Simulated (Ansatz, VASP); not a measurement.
## Cross-check of NaCl between VASP and Ansatz

Wanted: the spread between two codes on one cell, functional and k mesh. The cell comes out of the VASP series on this material, whose earlier steps may have relaxed, scaled or displaced it; both programs get it as it stands.

Calculated with Ansatz 0.2.0; plane waves, with VASP 6.6.1 beside it; relaxation of cell and atoms at r2SCAN with rVV10.

## Step 1: Set-up

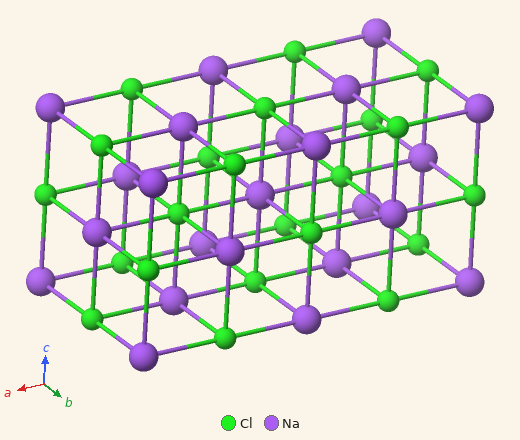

Start, viewed from a free direction; chlorine green, sodium purple. 2×1×1 cells are drawn. This picture shows the conventional cell, with its axes. Some periodic images of atoms are drawn too.

## Step 2: Ansatz: relaxation of cell and atoms, r2SCAN with rVV10

Ansatz runs on its default PAW (the set named soft_2) files.

The relaxed volume is the usual yardstick between codes: its relative difference is about their pressure difference at one cell divided by the bulk modulus.

input.yaml reads:

```yaml
crystal:
  lattice:
    - [0.0, 2.7758550276, 2.7758550276]
    - [2.7758550276, 0.0, 2.7758550276]
    - [2.7758550276, 2.7758550276, 0.0]
  atoms:
    - { symbol: Cl, position: [0.5, 0.5, 0.5] }
    - { symbol: Na, position: [0.0, 0.0, 0.0] }
hamiltonian:
  xc: r2scan
  pseudopotentials: { kind: paw }
  dispersion: rvv10
kpoints:
  mp_grid: { grid: [6, 6, 6] }
scf:
  occupations: { method: gaussian, width: 0.03 }
relax:
  f_tol: 0.01
  max_steps: 60
  cell: { stress_tol: 0.05 }
output:
  forces: true
  stress: true
  write_density: true
  write_potential: true
  elf: true
  volumetric_format: npy
```

Started as:

```bash
> ansatz run input.yaml --threads 4 --pin off --max-ram 9216MiB --backend cpu --events-out ev --progress --plain --runs-dir out
```

Numbers of over 12 decimals in the logs are rounded to 6 here.

Log:

```text
Engine: ansatz 0.2.0, aarch64-unknown-linux-gnu
Pseudopotentials: kind: paw
Pseudopotential: Cl, paw, valence charge 7, recommended cutoff 500 eV (meta_gga), Cl.paw.azcp
Pseudopotential: Na, paw, valence charge 9, recommended cutoff 500 eV (meta_gga), Na.paw.azcp
Functional definition: r2SCAN+rVV10
  parameter k0 = 0.174
  parameter k1 = 0.065
  parameter a1 = 4.9479
  exchange = r2scan_x(k0 = k0, k1 = k1, a1 = a1)
  correlation = r2scan_c + rvv10(11.95, 0.0093)
Crystal: 2 atoms, lattice volume = 42.778 Å³
Basis set: ecut = 500 eV, 1067 PW (Γ), exchange–correlation on 144×144×144 points (64 copies of the dense FFT grid, shifted against one another)
Bands: 12, of which v1, the nominal top of the filled ones, is band 8 counted from 1 (7 counted from 0)
Symmetry: 48 space group operations
Space group: Fm-3m (ITA 225), of the structure as read, at distance tolerance 3.5e-5 Å
k-points: 16 of 216
Non-local potential: Cl, projectors of the file, l = 0: 2, l = 1: 2, l = 2: 2
Non-local potential: Na, projectors of the file, l = 0: 3, l = 1: 2, l = 2: 1
PAW form: soft (Blöchl's): semilocal exchange-correlation on the pseudo side does not see the compensation charge
rVV10 density: all electrons in the spheres
PAW frozen core: Cl, regenerated for the run's functional (the file was generated under x = pbe(κ = 0.804, μ = 0.219515), c = pbe(β = 0.066725))
PAW frozen core: Na, regenerated for the run's functional (the file was generated under x = pbe(κ = 0.804, μ = 0.219515), c = pbe(β = 0.066725))
PAW one-centre angular grid: Cl, 302 points (default); XC on 160 Gauss nodes
PAW one-centre angular grid: Na, 302 points (default); XC on 339 of its mesh's 2595 points in the sphere
Initial density: superposition of atomic densities (neutral atoms: chi_scale 0, normalization atom), corrected by the library's trained network
Initial wavefunctions: pseudopotential atomic-orbital guess
Functional: x = r2scan, c = r2scan + rvv10(b = 11.95, C = 0.0093); τ floored in thin density (d = 2e-4 eV/Å³)
SCF iter   1: F=—  HF=-2575.252308 eV  |F-HF|=—  |Δ(HF+E_count)|=         —  Δρ=7.23e-3  dr2=1.08e-2  dr2_τ=1.72e-3  ethr=1.77e-3  ⟨swp⟩=5.6  Hψ=1147  notcnv=0
preconditioner: auto → none  [insulator: Δε(μ)=5.980 eV  Ē_g=14.693 eV  σ=0.030 eV  W_gap=1.00  n_scr=14 (ndim 8)  ℏωp=16.1 eV  f_vac=0.020  D(μ)=0.00/eV (n_scr^D=0)  ε∞_Penn≈2.2]
SCF iter   2: F=—  HF=-2575.262341 eV  |F-HF|=—  |Δ(HF+E_count)|=   1.00e-2  Δρ=1.91e-3  dr2=8.58e-4  dr2_τ=1.97e-4  ethr=6.72e-5  ⟨swp⟩=2.1  Hψ=513  notcnv=0
SCF iter   3: F=—  HF=-2575.262389 eV  |F-HF|=—  |Δ(HF+E_count)|=   4.82e-5  Δρ=6.14e-4  dr2=9.41e-5  dr2_τ=1.92e-5  ethr=5.36e-6  ⟨swp⟩=2.2  Hψ=330  notcnv=0
SCF iter   4: F=—  HF=-2575.262399 eV  |F-HF|=—  |Δ(HF+E_count)|=   9.90e-6  Δρ=2.93e-4  dr2=1.19e-5  dr2_τ=2.18e-6  ethr=5.88e-7  ⟨swp⟩=2.0  Hψ=245  notcnv=0
iter 5 did not close the SCF: its close was put off for the readings that it lacked (scf_convergence_deferred on its scf_iter line)
SCF iter   5: F=-2575.262409 eV  HF=-2575.262409 eV  |F-HF|=4.88e-9  |Δ(HF+E_count)|=   9.26e-6  Δρ=1.70e-5  dr2=8.23e-8  dr2_τ=1.56e-8  ethr=7.45e-8  ⟨swp⟩=3.0  Hψ=316  notcnv=0
SCF iter   6: F=-2575.262409 eV  HF=-2575.262409 eV  |F-HF|=1.72e-9  |Δ(HF+E_count)|=   2.67e-8  Δρ=3.19e-6  dr2=4.07e-9  dr2_τ=3.34e-10  ethr=5.14e-10  ⟨swp⟩=5.3  Hψ=1022  notcnv=0
SCF 1 converged in 6 iterations: F = -2575.262409 eV  dr2 = 4.07e-9
  greatest PAW one-centre occupation: 1.000 electrons in one spin orbital (limit 2), on the Na atom at site 1 (counted from 0), in its partial waves of l = 0
relax step   1: F+E_penalty+E_count = -2575.26240866 eV  Δ(F+E_penalty+E_count) = +0.000e0 eV  max|allowed force component| = 1.775e-29 eV/Å  Δτ_max = 0.0000 Å  P = +0.256 GPa  Ω = 42.778 Å³  (6 SCF iters, dr2 threshold 1.00e-7 eV, accepted)
[...]
relax step   2: F+E_penalty+E_count = -2575.26264340 eV  Δ(F+E_penalty+E_count) = -2.347e-4 eV  max|allowed force component| = 4.602e-31 eV/Å  Δτ_max = 0.0000 Å  P = +0.075 GPa  Ω = 43.032 Å³  energy of the carried Pulay correction = -2.782e-5 eV  (4 SCF iters, dr2 threshold 1.64e-7 eV, accepted)
[...]
relax step   3: F+E_penalty+E_count = -2575.26265830 eV  Δ(F+E_penalty+E_count) = -1.490e-5 eV  max|allowed force component| = 1.887e-29 eV/Å  Δτ_max = 0.0000 Å  P = +0.002 GPa  Ω = 43.139 Å³  energy of the carried Pulay correction = -3.952e-5 eV  (4 SCF iters, dr2 threshold 1.42e-8 eV, accepted)
[...]
relax step   4: F+E_penalty+E_count = -2575.26270306 eV  Δ(F+E_penalty+E_count) = -4.475e-5 eV  max|allowed force component| = 1.676e-29 eV/Å  Δτ_max = 0.0000 Å  P = +0.003 GPa  Ω = 43.139 Å³  stress off target by 3.35e-3 GPa  SCF on the basis re-selected at this cell (its energy is not comparable with the rows above)  (5 SCF iters)
basis re-selected at this cell: Δ(F+E_penalty+E_count) = -4.475e-5 eV, ΔP = +0.001 GPa vs the last step (what re-selecting the basis moved, of the pressure what is left beyond the Pulay correction that the steps carried, after the strain that the cell walked since its last selection, with what the two solves' SCF thresholds leave and, on support functions, any second-order correction that the steps lacked; it is no m [...]
SCF converged after 5 iterations
Free energy (F): -2575.262703 eV
Harris-Foulkes:  -2575.262703 eV  (|F-HF|=1.09e-11)
Internal energy: -2575.262703 eV  (E = F + TS)
E sigma→0 (E₀):  -2575.262703 eV
Fermi energy:    3.965458 eV
--- Per-component energies (eV) ---
  E_band       = -245.276317
  E_kinetic    = 282.826696
  E_local      = -1512.005521  (includes V_loc(G=0)·N_el)
  E_nonlocal   = 144.208479
  E_hartree    = 533.350507
  E_xc         = -140.754389
  E_vxc        = -190.830868  (∫ρ·V_xc dr)
  E_paw        = -934.344980  (= ΣΔE_a)
  E_vpaw       = -48.274996  (= ΣTr[D̂ρ^β])
  E_aug_tail   = 0.000022  (compensation charges beyond the density's cutoff)
  E_vtau       = 12.098846  (kinetic-family band-sum trace: ∫τ·v_τ [+ j·A + Jᵃ·Aᵃ] dr)
  E_ewald      = -948.380842
  E_core_change = -0.162674  (= ΣΔE_core)
  E_smearing   = -0.000000  (= −TS)
  E_closure    = 0.000000  (closes the sum)
  Σ components = -2575.262703   (vs F -2575.262703, Δ=0.00e0)
--- Forces (eV/Å), atoms counted from 1 ---
  atom   1  Cl     0.00000000    -0.00000000     0.00000000
  atom   2  Na    -0.00000000     0.00000000    -0.00000000
  max |Σ_I F_I| component: 2.96e-29 eV/Å
--- Stress (GPa, compression-positive) ---
        0.003353      -0.000000      -0.000000
       -0.000000       0.003353      -0.000000
       -0.000000      -0.000000       0.003353
  P = ⅓ Tr σ = 0.0034 GPa (0.034 kbar)
--- Band table (eV; the first three rows and the last of 16) ---
  k-point 0: bands = [... 4 lower, -12.3385, 0.9739, 0.9739, 0.9739, 6.9569, 12.6801, 12.6801, 12.6801]
  k-point 1: bands = [... 4 lower, -12.2464, 0.3409, 0.8962, 0.8962, 7.7902, 11.9127, 12.9996, 12.9996]
  k-point 2: bands = [... 4 lower, -12.0537, -0.6631, 0.7482, 0.7482, 8.7928, 11.9760, 12.8945, 12.8945]
  k-point 15: bands = [... 4 lower, -11.8849, -0.5919, -0.0222, 0.2002, 10.3043, 10.4173, 12.3420, 14.0710]
--- Relaxed structure (3 steps of the walk, 3 accepted, 1 SCFs on fresh bases) ---
  F+E_penalty+E_count = -2575.26270306 eV   max|allowed force component| = 1.676e-29 eV/Å   (the final SCF, on the basis selected at the relaxed cell)
  cell:  # Å, volume = 43.1390 Å³
    - [0, 2.783643, 2.783643]
    - [2.783643, 0, 2.783643]
    - [2.783643, 2.783643, 0]
  atoms:
    - { symbol: Cl, position: [0.500000, 0.500000, 0.500000] }
    - { symbol: Na, position: [0, 0, 0] }
```

Elapsed: 8.3 s, on 4 threads of Arm Neoverse N1, shared host; peak memory 0.5 GiB; 29 s of CPU time.

[end of part 1 of 2]

[Lines on the potential files, build, host, timing and source positions are cut from VASP's logs without a mark.]

[Logs are printed without paths, hosts, clocks, repeated set-up lines and the standing remarks that a program may print on its own settings, such as how far it seeks lower states.]

[Hosts, paths, dates, database ids (printed as entryN), source tags and the programs' standing remarks are cut or masked in the printed files.]
